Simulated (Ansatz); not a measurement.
C₂H₅FSi

```yaml
atoms:
  - { symbol: F, position_ang: [-0.5439, -0.4792, -2.2295] }
  - { symbol: Si, position_ang: [-0.3748, 0.4023, -0.9103] }
  - { symbol: C, position_ang: [0.9437, 0.0000, 0.2780] }
  - { symbol: C, position_ang: [-0.5179, -0.3875, 0.7232] }
  - { symbol: H, position_ang: [-0.8232, 1.7781, -1.1870] }
  - { symbol: H, position_ang: [1.6024, -0.8423, 0.0887] }
  - { symbol: H, position_ang: [1.4291, 0.7801, 0.8563] }
  - { symbol: H, position_ang: [-0.7066, -1.4547, 0.7919] }
  - { symbol: H, position_ang: [-0.9205, 0.1571, 1.5716] }
```

Geometry: PBE0-D4/def2-TZVP.

These are results of Ansatz, RKS PBE0-D4/def2-TZVPP, not measurements.

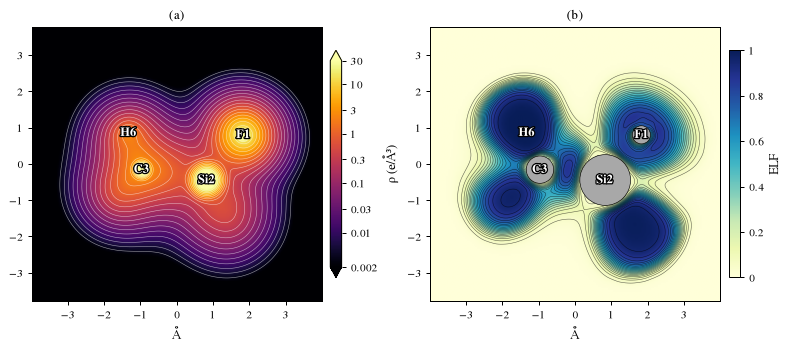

Figure 1. (a) total electron density; (b) ELF on the plane of atoms Si2, C3 and H6. Grey discs cover the atomic cores in the ELF map.

Question: Interpret the plot.

Answer:
- The plane passes through F, Si, C and H nuclei.
- Si–F (1.60 Å): ρ is about 1.2 e/Å³ halfway; the ELF peaks at about 0.85 in the valence shell of F, 0.6 Å from its nucleus, and is about 0.55 at the midpoint.
- C–Si (1.82 Å): ρ at the midpoint is about 0.96 e/Å³; the ELF peaks at about 0.85 between the atoms; a shared electron pair.
- C–H (1.09 Å): the density is about 2 e/Å³ at the midpoint; the ELF climbs to about 1 towards the hydrogen, as it does in any bond to H: an ordinary covalent bond to hydrogen.
- The ELF also peaks beside F1, away from the bonds: lone-pair regions.

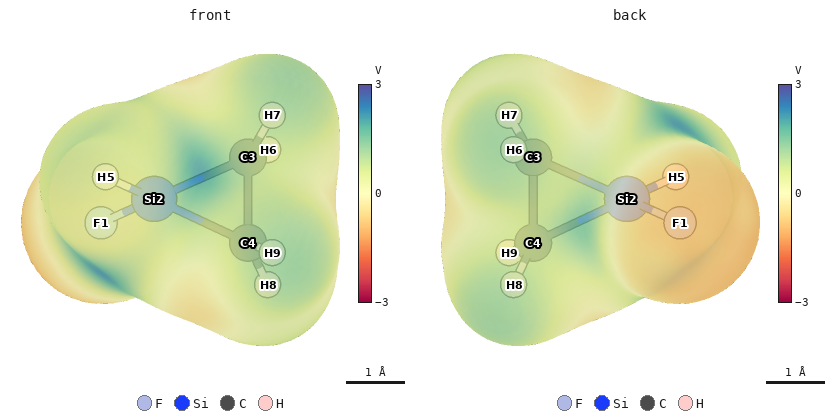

Figure 2. The electrostatic potential painted on the density surface at 0.004 e/bohr³, seen from the front and from behind; red is negative and blue positive.

Question: Where is the surface potential most negative and most positive?

Answer: The most negative region (about −1.0 V) lies over F1, the most positive (about +2.1 V) over Si2.

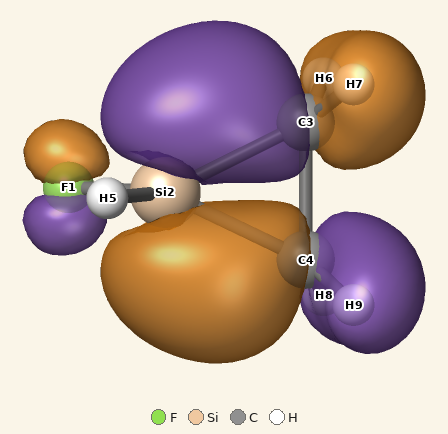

Figure 3. The HOMO at ±0.1 Å⁻³ᐟ² (orange and purple are the two phases), seen at a tilt.

Question: Where does this orbital lie, and at what energy?

Answer: By Hirshfeld shares it lies mainly on Si2 (about 30 %), C3 (about 25 %) and C4 (about 25 %). Its energy is −7.18 eV.

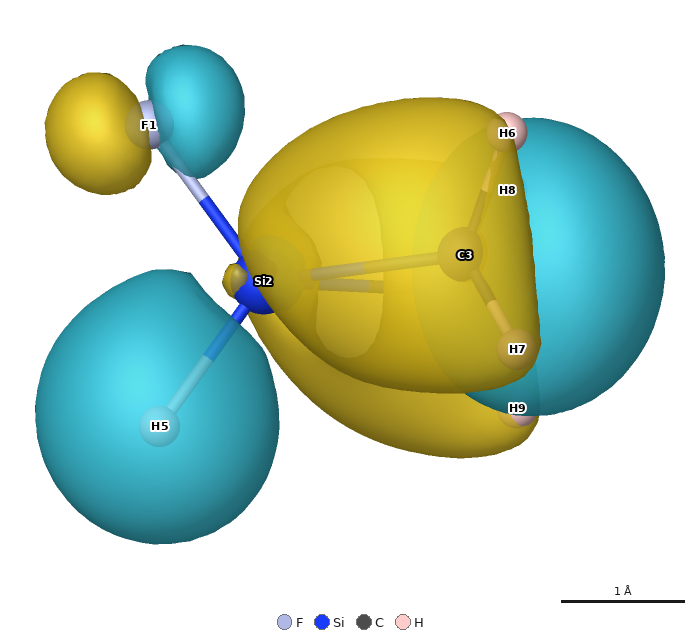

Figure 4. The HOMO−1 at ±0.08 Å⁻³ᐟ² (yellow and cyan are the two phases), seen from one side.

Question: What is the character of this orbital?

Answer: Its weight (Hirshfeld) is mainly on C4 (about 30 %), C3 (about 30 %), Si2 (about 15 %) and H5 (about 10 %). Its energy is −8.55 eV.
